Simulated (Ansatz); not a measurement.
# Ti2NbB3: what a guessed cell relaxes into, part 3 of 3

Aim: relax a trial structure of Ti2NbB3 and see where it ends.

Ansatz 0.2.0; DFT PBE, scalar-relativistic, plane waves, PAW.

## (4) Spin check on a coarse mesh

input.yaml reads:

```yaml
crystal:
  lattice:
    - [3.2251239081, 0.0, 0.0]
    - [-1.612561954, 2.7930392347, 0.0]
    - [0.0, 0.0, 7.8897927294]
  atoms:
    - { symbol: Ti, position: [0.6666666667, 0.3333333333, 0.663881379], spin: 1.0 }
    - { symbol: Ti, position: [0.3333333333, 0.6666666667, 0.336118621], spin: 1.0 }
    - { symbol: Nb, position: [0.0, 0.0, 0.0], spin: 1.0 }
    - { symbol: B, position: [0.6666666667, 0.3333333333, 0.1697863518] }
    - { symbol: B, position: [0.3333333333, 0.6666666667, 0.8302136482] }
    - { symbol: B, position: [0.0, 0.0, 0.5] }
basis:
  ecutwfc: 420
kpoints:
  mp_grid: { grid: [6, 6, 2] }
hamiltonian:
  xc: pbe
scf:
  occupations: { method: gaussian, width: 0.1 }
  lower_state_search: "off"
output:
  forces: true
  stress: true
  eigenvalues: true
  populations: true
magnetization:
  spin_polarized: true
```

On the command line:

```console
$ ansatz run input.yaml --threads 1 --pin off --max-ram 2560MiB --backend cpu --events-out ev --progress --plain --runs-dir out
```

Output (excerpt; [...] marks lines left out):

```text
[...]
SCF converged after 15 iterations
Magnetization: -0.0000 μB (23.0000 up, 23.0000 down)
Absolute magnetization: 0.0000 μB (∫|ρ↑−ρ↓|, with the PAW one-centre terms)
Spin contamination: 0.0000 ħ² per cell (⟨S²⟩ above its minimum at these occupations)
[...]
        0.000000      -0.000000      -0.455079
  P = ⅓ Tr σ = -0.0598 GPa (-0.598 kbar)
--- Band table (eV; the first three rows and the last of 28) ---
[...]
--- Löwdin populations: 6 sites ---
  site symbol       q [e]    m [muB]
     0     Ti     11.1919    -0.0000
     1     Ti     11.1919    -0.0000
     2     Nb     12.4754    -0.0000
     3      B      3.6371     0.0000
     4      B      3.6371     0.0000
     5      B      3.7562    -0.0000
  spilling = 0.002401 (of n_electrons = 46.000000)
```

Wall time 8.1 s (1 thread of AMD EPYC 7R43 (Zen 3), shared host); peak memory 0.43 GiB.

By site:

| atom | Löwdin electrons |
| --- | --- |
| Ti1 | 11.19 |
| Ti2 | 11.19 |
| Nb3 | 12.48 |
| B4 | 3.64 |
| B5 | 3.64 |
| B6 | 3.76 |

The same cell is solved with trial moments on Nb and Ti. The largest site moment that stays is 0.00 μB and the cell's total 0.00 μB. The workflow keeps spin only above 0.25 μB on a site, so the next run goes without spin.

## (5) Relaxation on the finer mesh

The end of the coarse run is made exact in the group found at a tolerance of 0.06 Å and reduced to its primitive cell.

input.yaml reads:

```yaml
crystal:
  lattice:
    - [3.2251239081, 0.0, 0.0]
    - [-1.612561954, 2.7930392347, 0.0]
    - [0.0, 0.0, 7.8897927294]
  atoms:
    - { symbol: Ti, position: [0.6666666667, 0.3333333333, 0.663881379] }
    - { symbol: Ti, position: [0.3333333333, 0.6666666667, 0.336118621] }
    - { symbol: Nb, position: [0.0, 0.0, 0.0] }
    - { symbol: B, position: [0.6666666667, 0.3333333333, 0.1697863518] }
    - { symbol: B, position: [0.3333333333, 0.6666666667, 0.8302136482] }
    - { symbol: B, position: [0.0, 0.0, 0.5] }
basis:
  ecutwfc: 420
kpoints:
  mp_grid: { grid: [12, 12, 6] }
hamiltonian:
  xc: pbe
scf:
  occupations: { method: gaussian, width: 0.1 }
output:
  forces: true
  stress: true
  eigenvalues: true
  write_density: true
  write_potential: true
  elf: true
  volumetric_format: npy
relax:
  adjacent_minimum: "off"
  f_tol: 0.01
  max_steps: 80
  cell: { stress_tol: 0.05 }
```

On the command line:

```console
$ ansatz run input.yaml --threads 1 --pin off --max-ram 2560MiB --backend cpu --events-out ev --progress --plain --runs-dir out
```

Output:

```text
Warning: RAYON_NUM_THREADS=1 ignored (pool sized by the plan → 1); use --threads N
[... 10 set-up lines as earlier in the session ...]
Crystal: 6 atoms, lattice volume = 71.070 Å³
Basis set: ecut = 420 eV, 1395 PW (Γ), exchange–correlation on 48×48×108 points (8 copies of the dense FFT grid, shifted against one another)
Bands: 29, of which v1, the nominal top of the filled ones, is band 23 counted from 1 (22 counted from 0)
[... 1 set-up line as earlier in the session ...]
Space group: P-3m1 (ITA 164), of the structure as read, at distance tolerance 4.1e-5 Å
k-points: 100 of 864
[... 10 set-up lines as earlier in the session ...]
SCF iter   1: F=—  HF=-10022.023700 eV  |F-HF|=—  |Δ(HF+E_count)|=         —  Δρ=4.37e-3  dr2=2.32e-2  ethr=1.77e-3  ⟨swp⟩=4.1  Hψ=11195  notcnv=0
preconditioner: auto → Kerker (q_TF=auto, 2.537 Å⁻¹)  [metal: Δε(μ)=0.017 eV  Ē_g=5.261 eV  σ=0.100 eV  W_gap=0.09  n_scr=24 (ndim 8)  ℏωp=20.7 eV  f_vac=0.000  D(μ)=2.71/eV (n_scr^D=24)]
SCF iter   2: F=—  HF=-10022.022619 eV  |F-HF|=—  |Δ(HF+E_count)|=   1.08e-3  Δρ=2.51e-3  dr2=7.83e-3  ethr=5.04e-5  ⟨swp⟩=1.1  Hψ=3735  notcnv=0
SCF iter   3: F=—  HF=-10022.022403 eV  |F-HF|=—  |Δ(HF+E_count)|=   2.16e-4  Δρ=2.10e-4  dr2=3.68e-5  ethr=1.70e-5  ⟨swp⟩=1.5  Hψ=2881  notcnv=0
SCF iter   4: F=—  HF=-10022.022432 eV  |F-HF|=—  |Δ(HF+E_count)|=   2.94e-5  Δρ=8.41e-5  dr2=5.61e-6  ethr=8.01e-8  ⟨swp⟩=2.0  Hψ=3793  notcnv=0
SCF iter   5: F=—  HF=-10022.022432 eV  |F-HF|=—  |Δ(HF+E_count)|=   4.30e-7  Δρ=1.85e-5  dr2=5.10e-7  ethr=1.22e-8  ⟨swp⟩=2.0  Hψ=3822  notcnv=0
SCF iter   6: F=-10022.022432 eV  HF=-10022.022432 eV  |F-HF|=2.59e-8  |Δ(HF+E_count)|=   5.95e-8  Δρ=5.95e-6  dr2=4.39e-8  ethr=2.17e-10  ⟨swp⟩=10.2  Hψ=17406  notcnv=0
SCF 1 converged in 6 iterations: F = -10022.022432 eV  dr2 = 4.39e-8
relax step   1: F+E_penalty+E_count = -10022.02243176 eV  Δ(F+E_penalty+E_count) = +0.000e0 eV  max|allowed force component| = 1.885e-2 eV/Å  Δτ_max = 0.0000 Å  P = -0.100 GPa  Ω = 71.070 Å³  (6 SCF iters, dr2 threshold 1.00e-7 eV, accepted)
Crystal: 6 atoms, lattice volume = 71.027 Å³
[... 2 set-up lines as earlier in the session ...]
iter 1 solved again at ethr=6.29e-7 eV; its pass at ethr=3.10e-3 eV (dr2=2.89e-4 eV) is discarded
SCF iter   1: F=—  HF=-10022.022525 eV  |F-HF|=—  |Δ(HF+E_count)|=         —  Δρ=3.35e-4  dr2=2.86e-4  ethr=6.29e-7  ⟨swp⟩=2.4  Hψ=15010  notcnv=0
preconditioner: auto → Kerker (q_TF=auto, 2.538 Å⁻¹)  [metal: Δε(μ)=0.004 eV  Ē_g=5.254 eV  σ=0.100 eV  W_gap=0.03  n_scr=24 (ndim 8)  ℏωp=20.7 eV  f_vac=0.000  D(μ)=2.68/eV (n_scr^D=24)]
SCF iter   2: F=—  HF=-10022.022504 eV  |F-HF|=—  |Δ(HF+E_count)|=   2.17e-5  Δρ=1.69e-4  dr2=8.28e-5  ethr=6.21e-7  ⟨swp⟩=1.0  Hψ=2901  notcnv=0
SCF iter   3: F=—  HF=-10022.022526 eV  |F-HF|=—  |Δ(HF+E_count)|=   2.21e-5  Δρ=3.17e-5  dr2=3.31e-6  ethr=1.80e-7  ⟨swp⟩=1.1  Hψ=2912  notcnv=0
iter 4 did not close the SCF: its close was put off for the readings that it lacked (scf_convergence_deferred on its scf_iter line)
SCF iter   4: F=-10022.022525 eV  HF=-10022.022525 eV  |F-HF|=9.71e-8  |Δ(HF+E_count)|=   6.60e-7  Δρ=8.03e-6  dr2=1.28e-7  ethr=7.20e-9  ⟨swp⟩=1.2  Hψ=2927  notcnv=0
iter 5 did not close the SCF: its close was put off for the readings that it lacked (scf_convergence_deferred on its scf_iter line)
SCF iter   5: F=-10022.022525 eV  HF=-10022.022525 eV  |F-HF|=6.70e-9  |Δ(HF+E_count)|=   2.74e-8  Δρ=3.39e-6  dr2=9.84e-9  ethr=2.78e-10  ⟨swp⟩=2.0  Hψ=3873  notcnv=0
SCF iter   6: F=-10022.022525 eV  HF=-10022.022525 eV  |F-HF|=6.17e-10  |Δ(HF+E_count)|=   1.67e-9  Δρ=1.03e-6  dr2=8.40e-10  ethr=2.14e-11  ⟨swp⟩=4.8  Hψ=15073  notcnv=0
SCF 2 converged in 6 iterations: F = -10022.022525 eV  dr2 = 8.40e-10
relax step   2: F+E_penalty+E_count = -10022.02252509 eV  Δ(F+E_penalty+E_count) = -9.333e-5 eV  max|allowed force component| = 6.810e-3 eV/Å  Δτ_max = 0.0012 Å  P = +0.000 GPa  Ω = 71.027 Å³  energy of the carried Pulay correction = +2.626e-5 eV  (6 SCF iters, dr2 threshold 1.36e-7 eV, accepted)
Crystal: 6 atoms, lattice volume = 71.025 Å³
iter 1 solved again at ethr=1.05e-8 eV; its pass at ethr=3.10e-3 eV (dr2=4.83e-6 eV) is discarded
SCF iter   1: F=—  HF=-10022.022515 eV  |F-HF|=—  |Δ(HF+E_count)|=         —  Δρ=7.97e-5  dr2=4.86e-6  ethr=1.05e-8  ⟨swp⟩=2.4  Hψ=15115  notcnv=0
preconditioner: auto → Kerker (q_TF=auto, 2.538 Å⁻¹)  [metal: Δε(μ)=0.008 eV  Ē_g=5.254 eV  σ=0.100 eV  W_gap=0.04  n_scr=24 (ndim 8)  ℏωp=20.7 eV  f_vac=0.000  D(μ)=2.68/eV (n_scr^D=24)]
SCF iter   2: F=—  HF=-10022.022545 eV  |F-HF|=—  |Δ(HF+E_count)|=   3.07e-5  Δρ=4.61e-5  dr2=1.74e-6  ethr=1.05e-8  ⟨swp⟩=1.0  Hψ=2900  notcnv=0
iter 3 did not close the SCF: its close was put off for the readings that it lacked (scf_convergence_deferred on its scf_iter line)
SCF iter   3: F=-10022.022545 eV  HF=-10022.022545 eV  |F-HF|=8.92e-9  |Δ(HF+E_count)|=   2.86e-7  Δρ=4.36e-6  dr2=1.69e-8  ethr=3.78e-9  ⟨swp⟩=2.3  Hψ=3722  notcnv=0
iter 4 did not close the SCF: its close was put off for the readings that it lacked (scf_convergence_deferred on its scf_iter line)
SCF iter   4: F=-10022.022545 eV  HF=-10022.022545 eV  |F-HF|=7.95e-10  |Δ(HF+E_count)|=   5.79e-9  Δρ=1.56e-6  dr2=1.72e-9  ethr=3.68e-11  ⟨swp⟩=2.0  Hψ=3882  notcnv=0
iter 5 did not close the SCF: its close was put off for the readings that it lacked (scf_convergence_deferred on its scf_iter line)
SCF iter   5: F=-10022.022545 eV  HF=-10022.022545 eV  |F-HF|=6.37e-11  |Δ(HF+E_count)|=  1.33e-10  Δρ=5.80e-7  dr2=1.72e-10  ethr=3.74e-12  ⟨swp⟩=2.1  Hψ=4596  notcnv=0
SCF iter   6: F=-10022.022545 eV  HF=-10022.022545 eV  |F-HF|=9.09e-12  |Δ(HF+E_count)|=  3.64e-12  Δρ=1.03e-7  dr2=1.06e-11  ethr=1.00e-12  ⟨swp⟩=4.3  Hψ=12177  notcnv=0
SCF 3 converged in 6 iterations: F = -10022.022545 eV  dr2 = 1.06e-11
relax step   3: F+E_penalty+E_count = -10022.02254519 eV  Δ(F+E_penalty+E_count) = -2.010e-5 eV  max|allowed force component| = 3.415e-3 eV/Å  Δτ_max = 0.0005 Å  P = +0.000 GPa  Ω = 71.025 Å³  energy of the carried Pulay correction = +2.733e-5 eV  (6 SCF iters, accepted)
Initial wavefunctions: pseudopotential atomic-orbital guess (no wavefunctions were taken with the density)
iter 1 solved again at ethr=6.22e-8 eV; its pass at ethr=3.10e-3 eV (dr2=2.86e-5 eV) is discarded
SCF iter   1: F=—  HF=-10022.022488 eV  |F-HF|=—  |Δ(HF+E_count)|=         —  Δρ=4.15e-5  dr2=2.68e-8  ethr=6.22e-8  ⟨swp⟩=3.0  Hψ=17193  notcnv=0
SCF iter   2: F=—  HF=-10022.022522 eV  |F-HF|=—  |Δ(HF+E_count)|=   3.36e-5  Δρ=2.10e-5  dr2=6.79e-9  ethr=5.83e-11  ⟨swp⟩=2.0  Hψ=5171  notcnv=0
SCF iter   3: F=—  HF=-10022.022523 eV  |F-HF|=—  |Δ(HF+E_count)|=   8.48e-7  Δρ=1.41e-6  dr2=2.96e-10  ethr=1.48e-11  ⟨swp⟩=1.0  Hψ=2900  notcnv=0
iter 4 did not close the SCF: its close was put off for the readings that it lacked (scf_convergence_deferred on its scf_iter line)
SCF iter   4: F=-10022.022523 eV  HF=-10022.022523 eV  |F-HF|=1.46e-11  |Δ(HF+E_count)|=   3.23e-9  Δρ=1.30e-7  dr2=2.02e-11  ethr=1.00e-12  ⟨swp⟩=2.0  Hψ=3656  notcnv=0
iter 5 did not close the SCF: its close was put off for the readings that it lacked (scf_convergence_deferred on its scf_iter line)
SCF iter   5: F=-10022.022523 eV  HF=-10022.022523 eV  |F-HF|=7.28e-12  |Δ(HF+E_count)|=  1.82e-12  Δρ=7.23e-8  dr2=6.99e-12  ethr=1.00e-12  ⟨swp⟩=1.0  Hψ=2900  notcnv=0
iter 6 did not close the SCF: its close was put off for the readings that it lacked (scf_convergence_deferred on its scf_iter line)
SCF iter   6: F=-10022.022523 eV  HF=-10022.022523 eV  |F-HF|=0.00e0  |Δ(HF+E_count)|=  1.82e-12  Δρ=2.05e-8  dr2=6.65e-13  ethr=1.00e-12  ⟨swp⟩=1.0  Hψ=2900  notcnv=0
iter 7 did not close the SCF: its close was put off for the readings that it lacked (scf_convergence_deferred on its scf_iter line)
SCF iter   7: F=-10022.022523 eV  HF=-10022.022523 eV  |F-HF|=3.64e-12  |Δ(HF+E_count)|=  3.64e-12  Δρ=6.45e-9  dr2=7.23e-14  ethr=1.00e-12  ⟨swp⟩=1.0  Hψ=2900  notcnv=0
SCF iter   8: F=-10022.022523 eV  HF=-10022.022523 eV  |F-HF|=1.82e-12  |Δ(HF+E_count)|=  5.46e-12  Δρ=1.18e-9  dr2=3.39e-15  ethr=1.00e-12  ⟨swp⟩=2.0  Hψ=8306  notcnv=0
SCF 4 converged in 8 iterations: F = -10022.022523 eV  dr2 = 3.39e-15
relax step   4: F+E_penalty+E_count = -10022.02252271 eV  Δ(F+E_penalty+E_count) = +2.248e-5 eV  max|allowed force component| = 3.414e-3 eV/Å  Δτ_max = 0.0000 Å  P = +0.000 GPa  Ω = 71.025 Å³  stress off target by 9.24e-4 GPa  SCF on the basis re-selected at this cell (its energy is not comparable with the rows above)  (8 SCF iters)
basis re-selected at this cell: Δ(F+E_penalty+E_count) = +2.248e-5 eV, ΔP = -0.000 GPa vs the last step (what re-selecting the basis moved, of the pressure what is left beyond the Pulay correction that the steps carried, after the strain that the cell walked since its last selection, with what the two solves' SCF thresholds leave and, on support functions, any second-order correction that the steps lacked; it is no measure of the basis error at this ecutwfc). This SCF's stress stands 9.24e-4 GPa from its target on what of the cell is left free (relax.cell.stress_tol is 5.00e-2 GPa) and its largest allowed force component is 3.41e-3 eV/Å (relax.f_tol is 1.00e-2 eV/Å): within both
SCF converged after 8 iterations
Free energy (F): -10022.022523 eV
Harris-Foulkes:  -10022.022523 eV  (|F-HF|=1.82e-12)
Internal energy: -10022.009122 eV  (E = F + TS)
E sigma→0 (E₀):  -10022.015822 eV
Entropy (-TS):   -0.013401 eV (-2.234 meV/atom)
Fermi energy:    13.174868 eV
--- Per-component energies (eV) ---
  E_band       = -356.215652
  E_kinetic    = 1080.073703
  E_local      = -2454.084517  (includes V_loc(G=0)·N_el)
  E_nonlocal   = 169.342253
  E_hartree    = 938.158781
  E_xc         = -467.993604
  E_vxc        = -572.845515  (∫ρ·V_xc dr)
  E_paw        = -5402.822371  (= ΣΔE_a)
  E_vpaw       = -455.019373  (= ΣTr[D̂ρ^β])
  E_aug_tail   = 0.000237  (compensation charges beyond the density's cutoff)
  E_ewald      = -3884.683603
  E_smearing   = -0.013401  (= −TS)
  E_closure    = 0.000000  (closes the sum)
  Σ components = -10022.022523   (vs F -10022.022523, Δ=0.00e0)
--- Forces (eV/Å), atoms counted from 1 ---
  atom   1  Ti    -0.00000000    -0.00000000     0.00341381
  atom   2  Ti     0.00000000     0.00000000    -0.00341381
  atom   3  Nb    -0.00000000     0.00000000     0.00000000
  atom   4  B     -0.00000000    -0.00000000    -0.00033563
  atom   5  B      0.00000000     0.00000000     0.00033563
  atom   6  B      0.00000000     0.00000000     0.00000000
  max |Σ_I F_I| component: 6.94e-18 eV/Å
--- Stress (GPa, compression-positive) ---
        0.000494      -0.000000       0.000000
       -0.000000       0.000494       0.000000
        0.000000       0.000000      -0.000924
  P = ⅓ Tr σ = 0.0000 GPa (0.000 kbar)
--- Band table (eV; the first three rows and the last of 100) ---
  k-point 0: bands = ["-42.6732", "-42.6512", "-40.9560", "-19.0490", "-18.9019", "-18.8369", "-18.8369", "-18.8183", "-18.8183", "-17.0885", "-16.8360", "-16.8360", "4.0527", "6.2651", "6.4578", "10.4753", "11.0888", "11.6318", "11.6318", "12.4963", "12.4963", "14.1645", "14.1645", "14.2934", "15.2584", "15.2584", "15.8365", "15.8365", "15.9618"]
  k-point 1: bands = ["-42.6731", "-42.6513", "-40.9560", "-19.0516", "-18.8990", "-18.8369", "-18.8369", "-18.8183", "-18.8183", "-17.0888", "-16.8360", "-16.8360", "4.1227", "5.7223", "7.0556", "9.9699", "11.5688", "11.5688", "11.5877", "12.6553", "12.6553", "14.1411", "14.1740", "14.1740", "15.0071", "15.0071", "15.5296", "15.5296", "16.2362"]
  k-point 2: bands = ["-42.6730", "-42.6513", "-40.9559", "-19.0565", "-18.8935", "-18.8369", "-18.8369", "-18.8182", "-18.8182", "-17.0895", "-16.8360", "-16.8360", "4.3255", "5.1768", "7.7717", "9.2487", "11.4737", "11.4737", "12.2663", "13.0231", "13.0231", "13.7461", "14.0658", "14.0658", "14.6842", "14.6842", "15.2026", "15.2026", "16.4702"]
  k-point 99: bands = ["-42.6340", "-42.6340", "-40.8949", "-19.0096", "-19.0092", "-19.0092", "-18.9541", "-18.9022", "-18.9022", "-17.1858", "-17.1858", "-16.9998", "7.5643", "7.5643", "8.1021", "10.1605", "10.2009", "10.2009", "11.3244", "11.3244", "11.7235", "12.1060", "12.1060", "12.6471", "16.3570", "16.3570", "16.4161", "16.6384", "16.6656"]
--- Relaxed structure (3 steps of the walk, 3 accepted, 1 SCFs on fresh bases) ---
  F+E_penalty+E_count = -10022.02252271 eV   max|allowed force component| = 3.414e-3 eV/Å   (the final SCF, on the basis selected at the relaxed cell)
  cell:  # Å, volume = 71.0250 Å³
    - [3.225932151277504, -2.887469460472927e-11, -7.997531141806369e-33]
    - [-1.6129660756137458, 2.7937391939057403, 3.652462314022962e-33]
    - [-1.95647872313017e-32, -9.78239361565085e-34, 7.880798709672232]
  atoms:
    - { symbol: Ti, position: [0.6666666666666666, 0.3333333333333333, 0.6638670232013906] }
    - { symbol: Ti, position: [0.33333333333333326, 0.6666666666666665, 0.3361329767986093] }
    - { symbol: Nb, position: [7.04099807623791e-37, 8.379903274799826e-37, 2.290305566679433e-21] }
    - { symbol: B, position: [0.6666666666666666, 0.3333333333333333, 0.1700072799791528] }
    - { symbol: B, position: [0.33333333333333326, 0.6666666666666665, 0.8299927200208471] }
    - { symbol: B, position: [-6.473893439571816e-37, 1.556267751014069e-36, 0.49999999999999994] }
```

Wall time 59 s (1 thread of AMD EPYC 7R43 (Zen 3), shared host); peak memory 0.54 GiB.

Step by step:

```csv
step,E - E(step 1) (eV/cell),largest force component (eV/Å),pressure (GPa),volume (Å³)
1,0.0000,0.0188,-0.10,71.07
2,-0.0001,0.0068,0.00,71.03
3,-0.0001,0.0034,0.00,71.03
4,-0.0001,0.0034,0.00,71.03
```

Step 1 is the start. Step 4 repeats the geometry before it on a plane-wave basis chosen anew for that cell, so its energy need not be comparable with the rows above.

|  | before | after | change |
| --- | --- | --- | --- |
| a (Å) | 3.225 | 3.226 | 0.0 % |
| b (Å) | 3.225 | 3.226 | 0.0 % |
| c (Å) | 7.890 | 7.881 | -0.1 % |
| volume (Å³/atom) | 11.85 | 11.84 | -0.1 % |
| shortest distance (Å) | 2.267 | 2.266 | 0.0 % |
| space group (0.01 Å) | P-3m1 | P-3m1 | same |

Forces and stress were held to the start's 12 operations: a distortion of lower symmetry was not tested.

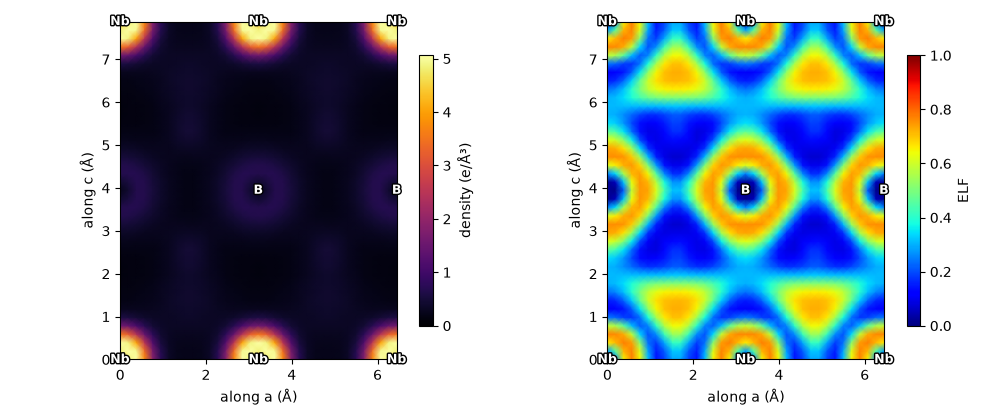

Density (left) and ELF (right) in a lattice plane of the grid's cell (edges 3.23 and 7.88 Å, at 0.000 of the third edge), which holds Nb and B. Only atoms in the plane are labelled. Both are smooth fields of the valence electrons: close to the nuclei they are not physical.

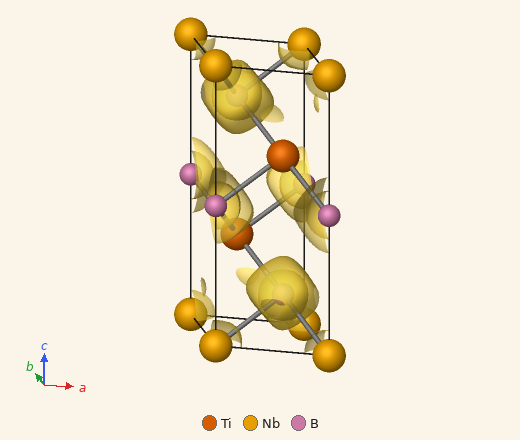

Surface of ELF = 0.70, drawn in one cell.

Outside the cores ELF peaks at 0.76 in the shell around B, 0.9 Å from B; 0.76 beside B, off the lines to its neighbours, 0.8 Å from B.

## (6) Variant: xc_grid 4, mixing.algorithm anderson, mixing.beta 0.9, chi_scale 0.3

input.yaml, as its differences from that of step 5:

```diff
@@ -14,2 +14,3 @@
   ecutwfc: 420
+  xc_grid: 4
 kpoints:
@@ -20,10 +21,8 @@
   occupations: { method: gaussian, width: 0.1 }
+  mixing: { algorithm: anderson, beta: 0.9 }
+  initial_density: { chi_scale: 0.3 }
 output:
   forces: true
+  eigenvalues: true
   stress: true
-  eigenvalues: true
-  write_density: true
-  write_potential: true
-  elf: true
-  volumetric_format: npy
 relax:
```

On the command line:

```console
$ ansatz run input.yaml --threads 1 --pin off --max-ram 2560MiB --backend cpu --events-out ev --progress --plain --runs-dir out
```

Output (excerpt; [...] marks lines left out):

```text
Warning: RAYON_NUM_THREADS=1 ignored (pool sized by the plan → 1); use --threads N
[...]
[... 5 set-up lines as earlier in the session ...]
[...]
Crystal: 6 atoms, lattice volume = 71.070 Å³
[...]
  atoms:
    - { symbol: Ti, position: [0.6666666666666667, 0.33333333333333337, 0.6638659365039714] }
    - { symbol: Ti, position: [0.3333333333333333, 0.6666666666666666, 0.3361340634960287] }
    - { symbol: Nb, position: [-1.0132621834597484e-36, -1.1971290392571948e-36, -1.2868893973670072e-85] }
    - { symbol: B, position: [0.6666666666666667, 0.33333333333333337, 0.1700080924811373] }
    - { symbol: B, position: [0.3333333333333333, 0.6666666666666666, 0.8299919075188626] }
    - { symbol: B, position: [-1.0132621834604956e-36, -1.1971290392573584e-36, 0.49999999999999994] }
```

Run time: 64 s. Hardware: 1 thread of AMD EPYC 7R43 (Zen 3), shared host; peak memory 0.6 GiB.

| run | ending | energy change | pressure (GPa) | gap (eV) | force (eV/Å) | cycles | time |
| --- | --- | --- | --- | --- | --- | --- | --- |
| step 5 | converged | 0 | 0.0 | 0.00 | 0.00 | - | 59 s |
| variant | converged | 0.0 meV/atom | 0.0 | 0.00 | 0.00 | - | 64 s |

Changing the numerical grids, mixing and start hardly moves the energy: 0.0 meV/atom.

## (7) Results

The summary covers parts 1 to 3. Changes of volume or cell count from the first structure of part 1.

```
                              quantity                                                                       value
symmetry at the end (tolerance 0.05 Å)                                                 space group P-3m1 (No. 164)
                     conventional cell  a = 3.226 Å, b = 3.226 Å, c = 7.881 Å, α = 90.00°, β = 90.00°, γ = 120.00°
                                volume                                                               11.84 Å³/atom
              energy over the elements                                                               -0.44 eV/atom
                       gap on the mesh                                                                none (metal)
```

What this shows: The space group P-3m1 (No. 164) is kept, and the volume per atom grows by 22.0 % from the first guess. A negative formation energy is needed for stability but isn't enough; other structures and compounds were not set against it here. No finished test with a distortion of lower symmetry is shown, so the end may be a saddle point. Other magnetic orders were not searched.
